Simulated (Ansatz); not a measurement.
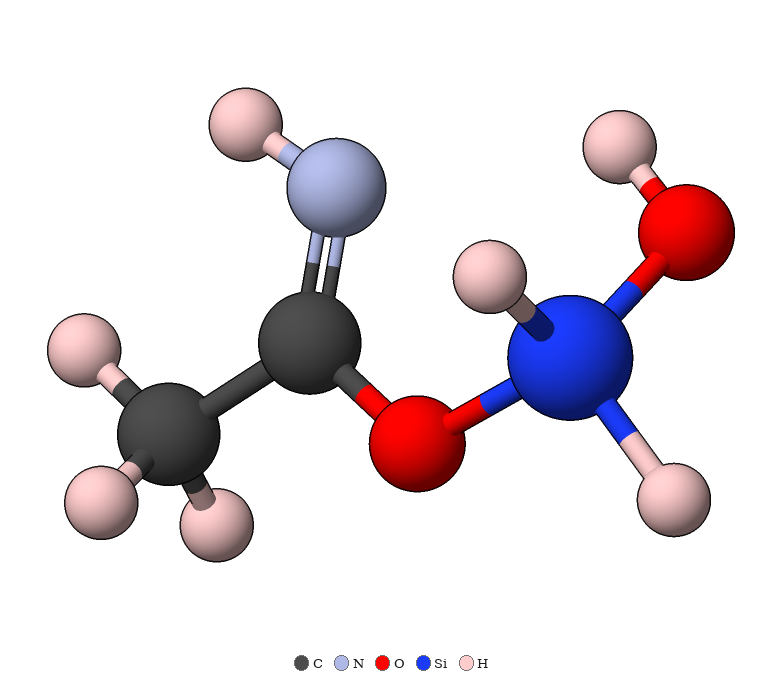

Source: calculation with Ansatz.

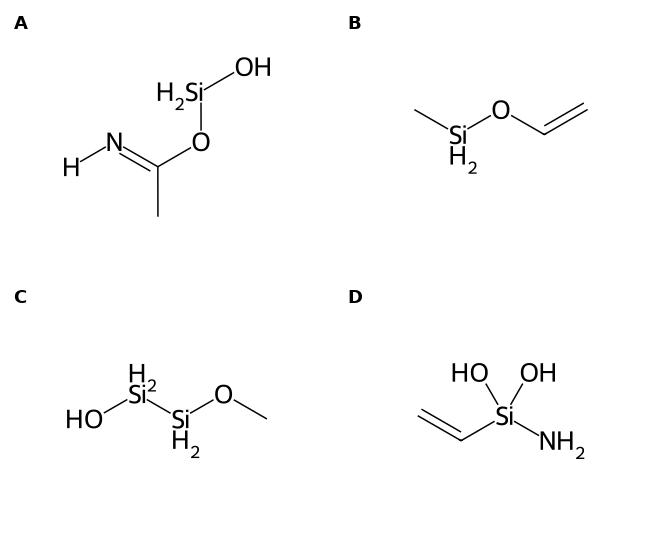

The first picture shows one of the molecules drawn in the second. Which?

A, `[H]/N=C(\C)O[SiH2]O`.
